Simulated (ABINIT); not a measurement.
# Ca2Si (Fm-3m): G0W0 in ABINIT against the bands in the self-energy, part 2 of 2

Aim: move the bands in the self-energy of a G0W0 run on Ca2Si (Fm-3m) over a wide range.

ABINIT 10.8.3; LDA and many-body steps on it, plane waves. Known limits of the many-body steps: not at the basis limit; mesh may overstate the screening; coarse k mesh.

So far. Step 2 (Screening, 2×2×2 mesh, 161 bands, screening to 176.9 eV): Local fields lower ε∞ by 24 %. On a Γ-centred mesh this coarse the value itself is usually too large, while a short band sum pulls it down.

**5. 49 bands**

Level of this step: G0W0 on LDA, plane waves, norm-conserving pseudopotentials (ABINIT).

The self-energy is evaluated for the states that the input lists, and the levels follow from it, in one-shot runs by the linearised quasiparticle equation.

File run.abi:

```
acell 3*1.0 Angstrom
rprim 
  -0.000000000000 3.585232820000 3.585232820000
  3.585232820000 -0.000000000000 3.585232820000
  3.585232820000 3.585232820000 -0.000000000000
ntypat 2
znucl 20 14
natom 3
typat 1 1 2
xred 
  0.750000000000 0.750000000000 0.750000000000
  0.250000000000 0.250000000000 0.250000000000
  0.000000000000 0.000000000000 0.000000000000
pp_dirpath "pseudos"
pseudos "Ca.upf, Si.upf"
ecut 30
ngkpt 2 2 2
nshiftk 1
shiftk 0 0 0
kptopt 1
chksymbreak 0
istwfk *1
occopt 1
irdwfk 1
optdriver 4
nband 49
gwcalctyp 0
ecutsigx 30
symsigma 1
nkptgw 2
kptgw 
  0.5000000000 0.5000000000 0.0000000000
  0.0000000000 0.0000000000 0.0000000000
bdgw 
  11 14
  10 15
ecuteps 6.5
irdscr 1
ppmodel 1
indata_prefix "in"
outdata_prefix "out"
tmpdata_prefix "tmp"
```

Started as:

```sh
> OMP_NUM_THREADS=1 mpirun -n 4 abinit run.abi > log
```

What it wrote:

```text
.Version 10.8.3 of ABINIT. v10.8.2 released Aug 2026.

 Symmetries : space group Fm -3 m (#225); Bravais cF (face-center cubic)
[... echo of the input left out ...]
== DATASET  1 ==================================================================
-   mpi_nproc: 4, omp_nthreads: 1 (-1 if OMP is not activated)

--- !DatasetInfo
iteration_state: {dtset: 1, }
dimensions: {natom: 3, nkpt: 3, mband: 49, nsppol: 1, nspinor: 1, nspden: 1, mpw: 4910, }
cutoff_energies: {ecut:  30.0, pawecutdg:  -1.0, }
[...]
Band     E0 <VxcDFT>   SigX SigC(E0)      Z dSigC/dE  Sig(E)    E-E0       E
[...]
14   5.307 -11.657  -5.687  -4.008   0.760  -0.316 -10.166   1.491   6.798
       15   5.307 -11.657  -5.687  -4.008   0.760  -0.316 -10.166   1.491   6.798

== END DATASET(S) ==============================================================
================================================================================

 -outvars: echo values of variables after computation  --------
           etotal      0.0000000000E+00
            nband          49
             nkpt           3
          spgroup         225
 [... the other variables as echoed above ...]

 Calculation completed.
```

Wall time 8.9 s (4 MPI ranks of Arm Neoverse V1, shared host); peak memory 0.78 GiB; 35 s of CPU time.

This step gave:

```
G0W0 gap on the points computed              : 1.051 eV
starting gap on the mesh                     : 0.5088 eV
k of the valence top                         : 0.5, 0.5, 0
k of the conduction bottom                   : 0.5, 0.5, 0
least direct G0W0 gap on the computed points : 1.051 eV
```

The gap on the mesh goes from 0.51 eV to 1.05 eV, a correction of +0.54 eV.

**6. 99 bands**

Edit run.abi of step 5 so:

```diff
@@ -25,3 +25,3 @@
 optdriver 4
-nband 49
+nband 99
 gwcalctyp 0
```

What it wrote:

```text
.Version 10.8.3 of ABINIT. v10.8.2 released Aug 2026.

 Symmetries : space group Fm -3 m (#225); Bravais cF (face-center cubic)
[... echo of the input left out ...]
== DATASET  1 ==================================================================
-   mpi_nproc: 4, omp_nthreads: 1 (-1 if OMP is not activated)

--- !DatasetInfo
iteration_state: {dtset: 1, }
dimensions: {natom: 3, nkpt: 3, mband: 99, nsppol: 1, nspinor: 1, nspden: 1, mpw: 4910, }
cutoff_energies: {ecut:  30.0, pawecutdg:  -1.0, }
[...]
Band     E0 <VxcDFT>   SigX SigC(E0)      Z dSigC/dE  Sig(E)    E-E0       E
[...]
14   5.307 -11.657  -5.687  -4.348   0.756  -0.322 -10.431   1.226   6.534
       15   5.307 -11.657  -5.687  -4.348   0.756  -0.322 -10.431   1.226   6.534

== END DATASET(S) ==============================================================
================================================================================

 -outvars: echo values of variables after computation  --------
           etotal      0.0000000000E+00
            nband          99
             nkpt           3
          spgroup         225
 [... the other variables as echoed above ...]

 Calculation completed.
```

The job ended after 14 s (4 MPI ranks; peak memory 0.9 GiB).

Numbers from this step:

* G0W0 gap on the points computed: 1.148 eV
* starting gap on the mesh: 0.5088 eV
* k of the valence top: 0.5, 0.5, 0
* k of the conduction bottom: 0.5, 0.5, 0
* least direct G0W0 gap on the computed points: 1.148 eV

Against the run before, the gap moves by +0.097 eV.

**7. 161 bands**

Edit run.abi of step 6 so:

```diff
@@ -25,3 +25,3 @@
 optdriver 4
-nband 99
+nband 161
 gwcalctyp 0
```

What it wrote:

```text
.Version 10.8.3 of ABINIT. v10.8.2 released Aug 2026.

 Symmetries : space group Fm -3 m (#225); Bravais cF (face-center cubic)
[... echo of the input left out ...]
== DATASET  1 ==================================================================
-   mpi_nproc: 4, omp_nthreads: 1 (-1 if OMP is not activated)

--- !DatasetInfo
iteration_state: {dtset: 1, }
dimensions: {natom: 3, nkpt: 3, mband: 161, nsppol: 1, nspinor: 1, nspden: 1, mpw: 4910, }
cutoff_energies: {ecut:  30.0, pawecutdg:  -1.0, }
[...]
Band     E0 <VxcDFT>   SigX SigC(E0)      Z dSigC/dE  Sig(E)    E-E0       E
[...]
14   5.307 -11.657  -5.687  -4.490   0.755  -0.324 -10.539   1.118   6.425
       15   5.307 -11.657  -5.687  -4.490   0.755  -0.324 -10.539   1.118   6.425

== END DATASET(S) ==============================================================
================================================================================

 -outvars: echo values of variables after computation  --------
           etotal      0.0000000000E+00
            nband         161
             nkpt           3
          spgroup         225
 [... the other variables as echoed above ...]

 Calculation completed.
```

The job ended after 22 s (4 MPI ranks; peak memory 1 GiB; 86 s of CPU time).

This step gave:

```
G0W0 gap on the points computed              : 1.176 eV
starting gap on the mesh                     : 0.5088 eV
k of the valence top                         : 0.5, 0.5, 0
k of the conduction bottom                   : 0.5, 0.5, 0
least direct G0W0 gap on the computed points : 1.176 eV
```

Against the run before, the gap moves by +0.028 eV.

**8. The runs together**

Times are wall times on 4 MPI ranks of Arm Neoverse V1, shared host, good to a factor of about two. A run's time includes the screening step that it read.

| run | mesh | bands | screening cutoff (eV) | DFT gap (eV) | gap on the mesh (eV) | direct (eV) | ε∞ used | time |
| --- | --- | --- | --- | --- | --- | --- | --- | --- |
| 20 bands | 2×2×2 | 20 | 176.9 | 0.509 | 0.693 | 0.693 | 68.52 | 18 s |
| 25 bands | 2×2×2 | 25 | 176.9 | 0.509 | 0.746 | 0.746 | 68.52 | 19 s |
| 49 bands | 2×2×2 | 49 | 176.9 | 0.509 | 1.051 | 1.051 | 68.52 | 22 s |
| 99 bands | 2×2×2 | 99 | 176.9 | 0.509 | 1.148 | 1.148 | 68.52 | 27 s |
| 161 bands | 2×2×2 | 161 | 176.9 | 0.509 | 1.176 | 1.176 | 68.52 | 34 s |

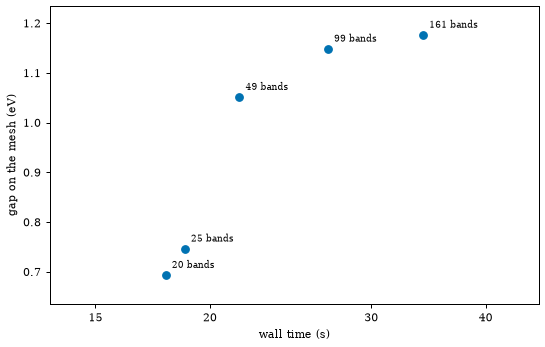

Result against wall time.

**9. Outcome**

```
20 bands     : 0.693 eV
25 bands     : 0.746 eV
49 bands     : 1.051 eV
99 bands     : 1.148 eV
161 bands    : 1.176 eV
known limits : not at the basis limit; mesh may overstate the screening; coarse k mesh
```

In words: The setting moved: bands in the self-energy. From 20 bands to 161 bands the gap moves by +0.48 eV. The last step still moves it by +0.028 eV. Bands and screening cutoff are coupled, so a series along one setting does not show full convergence. Bands and cutoff are finite, so the gap is not at the basis limit. The miss can reach some tenths of an eV and take either sign; the mesh is an error of its own. In the G0W0 runs levels were corrected at 2 k points alone, so a gap called «on the mesh» is the least over those, and an edge elsewhere would be missed. The 2×2×2 mesh is coarse for this cell, which bears on the long-range parts of exchange and screening. For the LDA start: The RPA ε∞ on this mesh reaches over 25; with a narrow direct gap a coarse mesh can overstate it, and the correction is then too small.

[Paths, hosts, dates, memory and timing lines, banners, echoed tables and standing remarks are left out of the program output.]

[Logs are printed without paths, hosts, clocks, repeated set-up lines and the standing remarks that a program may print on its own settings, such as how far it seeks lower states.]

[Runs of the session that timed out or met a known fault of the program may be left out.]

[Hosts, paths, dates, database ids (printed as entryN), source tags and the programs' standing remarks are cut or masked in the printed files.]

[G0W0 gaps are taken among the corrected bands and points alone; a level outside them can change the order at an edge.]

[Where Ansatz stands beside ABINIT at settings called matched, ABINIT's density can come from a denser mesh and the files from another edition; pairs whose starting gaps differed by over 0.03 eV were left out, so agreement reads better than it is.]
